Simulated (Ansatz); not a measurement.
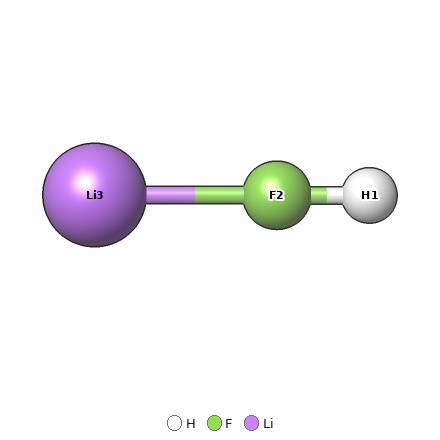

The system is H + FLi, spin multiplicity 2; the picture shows the reference structure. The first coordinate is: distance H1–F2; the second: distance F2–Li3. Nothing is relaxed (the angle H1–F2–Li3 is fixed at 180 degrees). The grid has 11 × 11 points. Points are written as (first, second). Energies: eV, counted from the lowest grid point. Energies and slopes of some neighbouring points disagree (a jump in structure or state, or too coarse a mesh). All numbers below come from UKS BHLYP-D4/aug-cc-pVTZ (Ansatz).

Its coordinates:

```xyz
3

H    -0.9750    0.0000    0.0000
F     0.0000    0.0000    0.0000
Li    1.9220    0.0000    0.0000
```

Range: distance H1–F2 from 0.728 to 2.728 Å; distance F2–Li3 from 1.504 to 3.504 Å.

> What will the energy surface look like?

The lowest grid point is at (0.975 Å, 1.922 Å). Other grid points that lie below all their neighbours: (2.472 Å, 1.604 Å) (0.32 eV higher). The highest grid point, (2.728 Å, 3.504 Å), lies 4.12 eV above the lowest.

```
distance F2–Li3 ↓, distance H1–F2 →  0.728  0.828  0.975  1.146  1.336  1.540  1.758  1.986  2.224  2.472  2.728
                              3.504   1.87   0.40   0.23   1.15   2.46   3.44   3.88   4.00   4.05   4.09   4.12
                              3.248   1.86   0.39   0.21   1.13   2.38   3.25   3.58   3.66   3.71   3.74   3.77
                              3.000   1.85   0.38   0.19   1.09   2.28   3.01   3.23   3.28   3.31   3.34   3.37
                              2.762   1.84   0.36   0.17   1.04   2.13   2.70   2.82   2.85   2.88   2.91   2.93
                              2.534   1.82   0.33   0.13   0.98   1.94   2.33   2.37   2.39   2.41   2.43   2.45
                              2.316   1.81   0.31   0.10   0.89   1.70   1.91   1.90   1.90   1.91   1.93   1.94
                              2.112   1.78   0.28   0.05   0.79   1.40   1.46   1.42   1.40   1.40   1.41   1.42
                              1.922   1.75   0.25   0.00   0.67   1.08   1.03   0.95   0.92   0.91   0.92   0.93
                              1.751   1.78   0.26   0.00   0.59   0.82   0.69   0.58   0.54   0.52   0.53   0.53
                              1.604   1.92   0.40   0.13   0.64   0.71   0.53   0.40   0.34   0.33   0.32   0.33
                              1.504   2.15   0.63   0.35   0.80   0.78   0.57   0.43   0.36   0.34   0.34   0.34
```

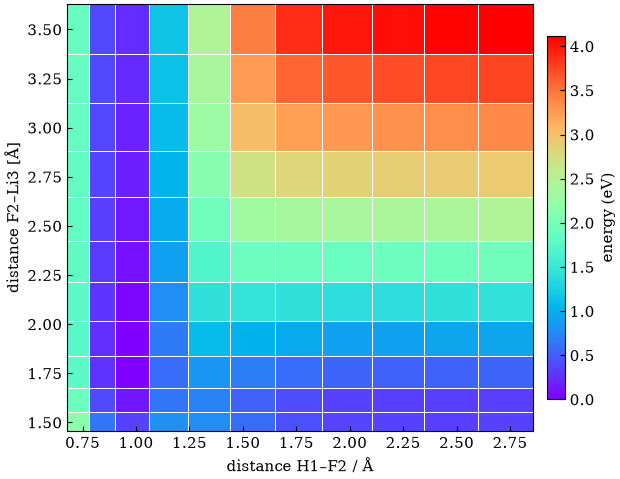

The picture shows one coloured cell a grid point.

The whole map (121 points run) took 8.8 min on 1 thread of Intel(R) Xeon(R) Platinum 8259CL CPU @ 2.50GHz (Skylake/Cascade Lake) (shared host).
